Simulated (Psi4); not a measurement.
# U-r2SCAN/def2-SVPD (core potential) run of CH2NSn (SMILES N#[C][SnH2])

What is the vertical electron affinity of CH2NSn at U-r2SCAN/def2-SVPD (core potential)? 

The calculation is run with Psi4 1.11.

3 further runs of the same task are left out: 1 that didn't finish, 2 set aside as unsound or not needed.

**1. Starting point**

CH2NSn: 5 atoms, total charge 0, spin state doublet. As SMILES, `N#[C][SnH2]`. The coordinates come from a PBE0-D4/def2-TZVP relaxation.

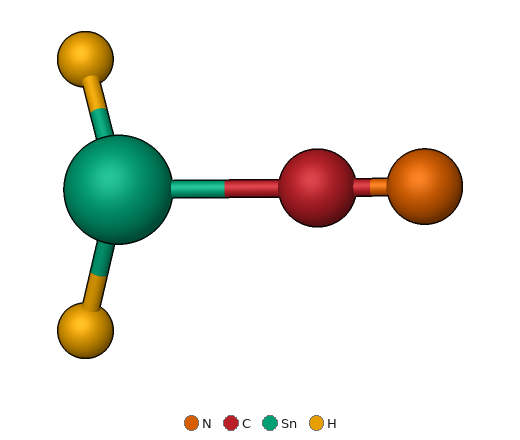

Viewed from a chosen angle; nitrogen orange, carbon red, tin teal, hydrogen amber.

**2. Energy and forces at U-r2SCAN/def2-SVPD (core potential)**

The input, ch2nsn.xyz:

```xyz
5
CH2NSn
N      0.833800    -1.535700     1.665600
C      0.506000    -0.851500     0.796000
Sn     0.009600     0.331100    -0.886300
H     -1.648500     0.038200    -1.184000
H      0.349000     1.944400    -0.432600
```

The input, calc.py:

```python
import psi4

psi4.set_memory('2200 MB')
psi4.set_num_threads(1)
psi4.set_output_file('psi4.out', False)

with open('ch2nsn.xyz') as f:
    atoms = ''.join(f.readlines()[2:])
m = psi4.geometry('0 2\n' + atoms + 'symmetry c1')

psi4.set_options({
    'basis': 'def2-SVPD',
    'reference': 'uks',
    'puream': True,
    'e_convergence': 1e-09,
    'd_convergence': 1e-08,
    'scf_type': 'pk',
    'dft_radial_points': 99,
    'dft_spherical_points': 590,
    'maxiter': 100,
})

E, wfn = psi4.gradient('R2SCAN', return_wfn=True)
psi4.oeprop(wfn, 'MULLIKEN_CHARGES', 'LOWDIN_CHARGES', 'MAYER_INDICES', title='R2SCAN')
print('gradient / Eh bohr^-1')
print(E.np.round(6))
print(f'energy = {wfn.energy():.10f} Eh')
for k, v in sorted(psi4.core.scalar_variables().items()):
    print(f'{k:45s} {v:18.10f}')
```

The run is started by

```console
$ python calc.py
```

psi4.out:

```text
[...]
    !!!  WARNING: ECP capability is in beta. Please check occupations closely.  !!!
[...]
  Running in c1 symmetry.
[...]
  Nuclear repulsion =   94.907877767547262
[...]
  Multiplicity = 2
[...]
  Nalpha       = 19
  Nbeta        = 18
[...]
    Number of basis functions: 88
[...]
   @UKS iter   1:  -307.99808890511889   -1.11976e+00   7.21374e-03 ADIIS/DIIS
[...]
   @UKS iter  15:  -308.23970459415318   -5.22959e-12   4.43037e-09 DIIS
[...]
   @S^2 Observed:                7.533328479E-01
[...]
    Orbital Energies [Eh]
    ---------------------
    Alpha Occupied:
       1A    -14.178603     2A    -10.077120     3A     -5.083340
       4A     -3.424179     5A     -3.422231     6A     -3.419162
       7A     -1.013424     8A     -1.010391     9A     -1.010322
      10A     -1.006637    11A     -1.006539    12A     -0.860721
      13A     -0.545469    14A     -0.405515    15A     -0.352031
      16A     -0.332254    17A     -0.319754    18A     -0.317035
      19A     -0.234285
    Alpha Virtual:
      20A     -0.043775    21A     -0.042091    22A     -0.027502
      23A      0.004687    24A      0.027629    25A      0.039414
[...]
  @UKS Final Energy:  -308.23970459415318
   => Energetics <=
    Nuclear Repulsion Energy =             94.9078777675472622
    One-Electron Energy =                -690.7847664072334055
    Two-Electron Energy =                 318.6640052248474149
    DFT Exchange-Correlation Energy =     -31.0268211793144459
    Empirical Dispersion Energy =           0.0000000000000000
    VV10 Nonlocal Energy =                  0.0000000000000000
    Total Energy =                       -308.2397045941531815
[...]
 Multipole Moments:
 ------------------------------------------------------------------------------------
     Multipole            Electronic (a.u.)      Nuclear  (a.u.)        Total (a.u.)
 ------------------------------------------------------------------------------------
 L = 1.  Multiply by 2.5417464519 to convert [e a0] to [Debye]
 Dipole X            :         -6.7789993            6.3960812           -0.3829181
 Dipole Y            :         18.1052772          -17.1723876            0.9328896
 Dipole Z            :        -27.9710554           26.6182836           -1.3527718
 Magnitude           :                                                    1.6872761
[...]
  -Total Gradient:
     Atom            X                  Y                   Z
    ------   -----------------  -----------------  -----------------
       1       -0.008451441385     0.017491122437    -0.021989950369
       2        0.007608825463    -0.015190885464     0.018379495585
       3       -0.000468245348    -0.001158342085     0.004180212864
       4        0.001628776584     0.000255014513     0.000100289578
       5       -0.000229411201    -0.001519594612    -0.000594052308
[...]
  Mulliken Charges: (a.u.)
   Center  Symbol    Alpha    Beta     Spin     Total
       1     N     3.61941  3.55745  0.06197 -0.17686
       2     C     3.02302  3.02972 -0.00669 -0.05274
       3    SN    11.27385 10.47658  0.79727  0.24957
       4     H     0.54186  0.46813  0.07373 -0.00999
       5     H     0.54185  0.46813  0.07372 -0.00998
   Total alpha = 19.00000, Total beta = 18.00000, Total charge =  0.00000
  Lowdin Charges: (a.u.)
   Center  Symbol    Alpha    Beta     Spin     Total
       1     N     3.55530  3.49770  0.05759 -0.05300
[...]
```

On the terminal:

```text
gradient / Eh bohr^-1
[[-0.008451  0.017491 -0.02199 ]
 [ 0.007609 -0.015191  0.018379]
 [-0.000468 -0.001158  0.00418 ]
 [ 0.001629  0.000255  0.0001  ]
 [-0.000229 -0.00152  -0.000594]]
energy = -308.2397045942 Eh
CURRENT ENERGY                                   -308.2397045942
CURRENT REFERENCE ENERGY                         -308.2397045942
DD SOLVATION ENERGY                                 0.0000000000
DFT FUNCTIONAL TOTAL ENERGY                      -308.2397045942
DFT TOTAL ENERGY                                 -308.2397045942
DFT VV10 ENERGY                                     0.0000000000
DFT XC ENERGY                                     -31.0268211793
GRID ELECTRONS ALPHA                               18.9999999132
GRID ELECTRONS BETA                                17.9999999551
GRID ELECTRONS TOTAL                               36.9999998683
NUCLEAR REPULSION ENERGY                           94.9078777675
ONE-ELECTRON ENERGY                              -690.7847664072
PCM POLARIZATION ENERGY                             0.0000000000
PE ENERGY                                           0.0000000000
SCF ITERATION ENERGY                             -308.2397045942
SCF ITERATIONS                                     15.0000000000
SCF TOTAL ENERGY                                 -308.2397045942
TWO-ELECTRON ENERGY                               318.6640052248
XC GRID RADIAL POINTS                              99.0000000000
XC GRID SPHERICAL POINTS                          590.0000000000
XC GRID TOTAL POINTS                           281407.0000000000
```

Wall time 1.9 min (1 thread of AMD EPYC 7R43 (Zen 3), shared host); peak memory 1.1 GiB.

**3. The singlet anion: the energy at r2SCAN/def2-SVPD (core potential)**

The input, run_ase.py:

```python
import numpy as np
from ase.calculators.psi4 import Psi4
from ase import Atoms

a = Atoms(['N', 'C', 'Sn', 'H', 'H'], positions=[
    [0.833800, -1.535700, 1.665600],
    [0.506000, -0.851500, 0.796000],
    [0.009600, 0.331100, -0.886300],
    [-1.648500, 0.038200, -1.184000],
    [0.349000, 1.944400, -0.432600],
])
calc = Psi4(atoms=a, method='r2scan', basis='def2-SVPD', memory='2200MB', num_threads=1, charge=-1, multiplicity=1, label='ch2nsn')
calc.psi4.set_options({'puream': True, 'e_convergence': 1e-09, 'd_convergence': 1e-08, 'scf_type': 'pk', 'dft_radial_points': 99, 'dft_spherical_points': 590})
a.calc = calc

print(f'energy: {a.get_potential_energy():.6f} eV')
```

The run is started by

```console
$ python run_ase.py
```

ch2nsn.dat:

```text
[...]
    !!!  WARNING: ECP capability is in beta. Please check occupations closely.  !!!
[...]
  Running in c1 symmetry.
[...]
  Nuclear repulsion =   94.907877767547262
[...]
  Multiplicity = 1
[...]
  Nalpha       = 19
  Nbeta        = 19
[...]
    Number of basis functions: 88
[...]
   @RKS iter   1:  -307.91734750608936   -1.03902e+00   8.67553e-03 ADIIS/DIIS
[...]
   @RKS iter  12:  -308.31545816366372   -6.08225e-12   8.52551e-09 DIIS
[...]
    Orbital Energies [Eh]
    ---------------------
    Doubly Occupied:
       1A    -13.983935     2A     -9.888104     3A     -4.831152
       4A     -3.172800     5A     -3.169956     6A     -3.165399
       7A     -0.763453     8A     -0.760550     9A     -0.753829
      10A     -0.752625    11A     -0.751152    12A     -0.672545
      13A     -0.318285    14A     -0.198307    15A     -0.149826
      16A     -0.143320    17A     -0.133337    18A     -0.116104
      19A      0.018632
[...]
  @RKS Final Energy:  -308.31545816366372
   => Energetics <=
    Nuclear Repulsion Energy =             94.9078777675472622
    One-Electron Energy =                -699.1044015472651836
    Two-Electron Energy =                 327.1323031417699099
    DFT Exchange-Correlation Energy =     -31.2512375257156805
    Empirical Dispersion Energy =           0.0000000000000000
    VV10 Nonlocal Energy =                  0.0000000000000000
    Total Energy =                       -308.3154581636637204
[...]
 Multipole Moments:
 ------------------------------------------------------------------------------------
     Multipole            Electronic (a.u.)      Nuclear  (a.u.)        Total (a.u.)
 ------------------------------------------------------------------------------------
 L = 1.  Multiply by 2.5417464519 to convert [e a0] to [Debye]
 Dipole X            :         -6.8719549            6.3960812           -0.4758736
 Dipole Y            :         18.0162306          -17.1723876            0.8438430
 Dipole Z            :        -27.4978140           26.6182836           -0.8795303
 Magnitude           :                                                    1.3084725
[...]
```

The script printed:

```text
energy: -8389.690949 eV
```

Wall time 51 s (1 thread of AMD EPYC 7R43 (Zen 3), shared host); peak memory 1.1 GiB.

**4. Outcome**

Level: U-r2SCAN/def2-SVPD (core potential).

| quantity | value |
| --- | --- |
| doublet CH2NSn: total energy | -308.23970 Eh |
| doublet CH2NSn: dipole moment | 4.29 D |
| doublet CH2NSn: HOMO energy (highest over α and β) | -6.38 eV |
| doublet CH2NSn: LUMO energy (lowest over α and β) | -4.53 eV |
| doublet CH2NSn: ⟨S²⟩ | 0.753 |
| doublet CH2NSn: largest force on an atom | 1.509 eV/Å |
| singlet anion: total energy | -308.31546 Eh |
| singlet anion: HOMO energy | 0.51 eV |
| singlet anion: LUMO energy | 3.98 eV |
| singlet anion: HOMO–LUMO gap (to an unbound level, set by the basis) | 3.47 eV |
| vertical electron affinity (to the singlet anion) | 2.061 eV |

What this shows: At fixed nuclei the extra electron is bound by 2.06 eV (199 kJ/mol). The largest force (doublet CH2NSn) is 1.51 eV/Å: the shape isn't a stationary point for this species at this level. Mulliken charges (doublet CH2NSn) run from -0.18 on N1 to +0.25 on Sn3; in a basis this large or diffuse they mean little. The HOMO (singlet anion) lies at positive energy, 0.51 eV, as semi-local functionals often give for anions; only total energies tell whether the electron is bound.
